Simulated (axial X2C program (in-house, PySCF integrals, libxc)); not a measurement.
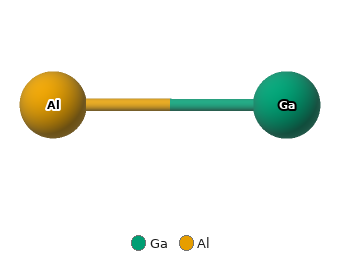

*The molecule at the reference distance of 2.458 Å.*

Relativistic diatomic calculation for GaAl

GaAl, single determinant with M_S = 1 and |Λ| = 1 (not the lowest found). Computed at this level: PBE0, spin-free X2C-1e, Ga dyall-v3z, Al dyall-v3z (cores contracted) (axial X2C program (in-house, PySCF integrals, libxc)).

**Input**
```
{"zs": [31, 13], "q": 0, "bas": ["dyall-v3z", "dyall-v3z"], "levels": ["PBE0", "HF", "B3LYP", "TPSSh"], "cc": false, "r0": 2.5, "npts": 10, "nst": 2, "ntry": 6, "opt": {"gaunt": 0}}
```

The line is the task of a batch: nuclear charges, charge, bases, the levels to run, a first guess of the distance and further settings. This report covers PBE0 without spin-orbit coupling. The log is that of the reference distance 2.458 Å.

The run was one of a batch that the task file lists, launched with:
```bash
python <driver script> task.json out
```

**Output**
```
spin-free X2C-1e  PBE0
basis functions 127  fitting functions 829  grid points 5083
iter        total energy     max residual
   1      -2185.885638094     1.41e+00
   2      -2186.375650462     1.15e-02
   3      -2186.375529650     1.94e-02
   4      -2186.377499889     1.40e-03
   5      -2186.377541396     3.81e-04
   6      -2186.377544170     1.18e-04
   7      -2186.377544308     2.27e-05
   8      -2186.377544325     1.90e-05
   9      -2186.377544329     8.60e-06
  10      -2186.377544331     2.12e-06
converged
one-electron -3219.55822265  Coulomb 1040.83307739  exact exchange -23.14403416  xc functional -71.26931527  nuclear repulsion 86.76095037
```

**The points of the curve**

```
R (Å)   E (hartree)  dipole (D; origin at the first atom, positive when the second is positive)  highest filled (eV)  lowest empty (eV)
2.139  −2186.340533                                                                       −0.01                −4.56              −3.69
2.237  −2186.357474                                                                       −0.02                −4.60              −3.53
2.311  −2186.366468                                                                       −0.03                −4.62              −3.42
2.384  −2186.372996                                                                       −0.05                −4.64              −3.32
2.458  −2186.377544                                                                       −0.07                −4.65              −3.23
2.544  −2186.380879                                                                       −0.11                −4.63              −3.13
2.630  −2186.382580                                                                       −0.14                −4.52              −3.04
2.741  −2186.382974                                                                       −0.19                −4.38              −2.94
2.876  −2186.381543                                                                       −0.26                −4.24              −2.83
```

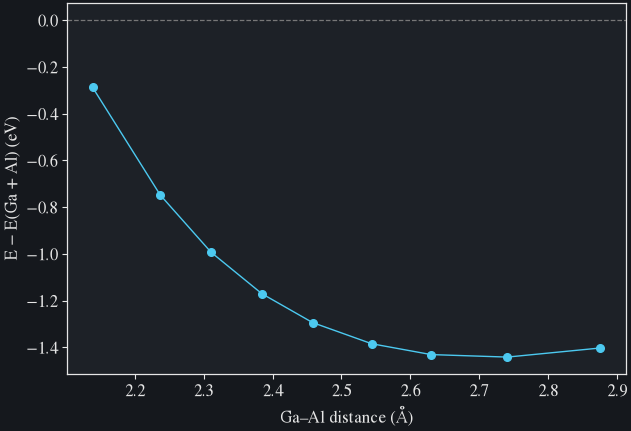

*Energy at 9 bond lengths, for one set of occupations held fixed; the line joins the points.*

A polynomial of degree 4 through 6 points gives rₑ = 2.710 Å, ωₑ = 222.0 cm⁻¹, ωₑxₑ = 0.87 cm⁻¹ and Bₑ = 0.1184 cm⁻¹. The minimum lies 1.44 eV below Ga + Al, each computed as one determinant at the same level.

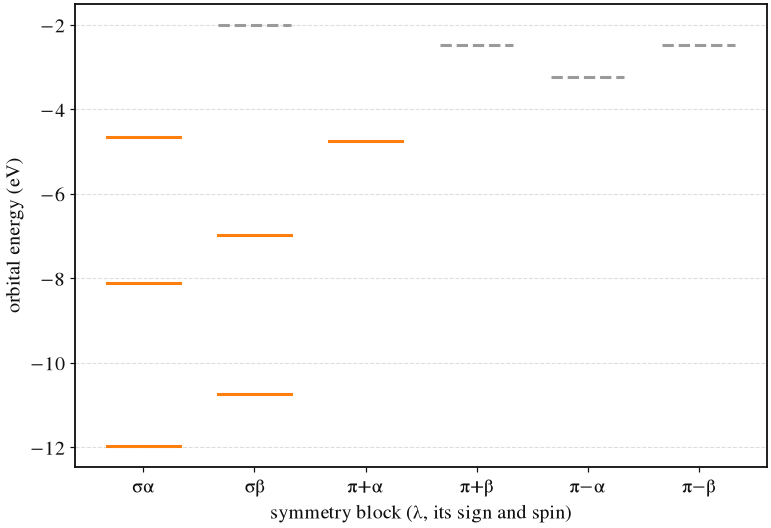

*Orbital energies near the frontier at 2.46 Å, filled (solid) and empty (dashed); a label such as π−α means λ = −1 and α spin.*

The highest filled orbital (σα; 43 % Al p, 41 % Ga p) lies at −4.65 eV, the lowest empty one (π−α; 48 % Al p, 47 % Ga p) at −3.23 eV.

**Results in brief**

- outcome: converged
- bond length rₑ: 2.710 Å
- ωₑ: 222.0 cm⁻¹
- energy at the minimum: −2186.38303 hartree
- depth below the fragments: 1.44 eV
- largest ⟨S²⟩ along the curve: 2.01
- hardware: 1 CPU thread, shared host
- wall time: 4.7 s

**Notes**

Caveats: 9 of the 10 points asked for were kept.
